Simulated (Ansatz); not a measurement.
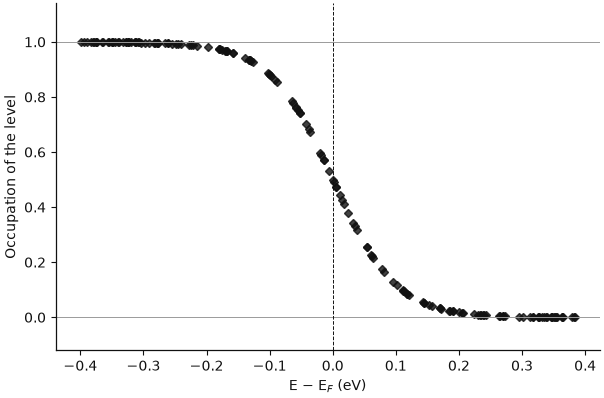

Occupations of the one-electron levels of the k mesh against their energy, from a run on TlOs, space group R-3m, 2 atoms in the cell, with Ansatz.

Q: Which smearing scheme was used (Fermi-Dirac, Gaussian, Methfessel-Paxton or cold), and about what width?

A: Fermi-Dirac smearing with a width of 0.05 eV. The occupations stay between 0 and 1 and have long exponential tails; the slope at the Fermi level is 1/(4 × width).
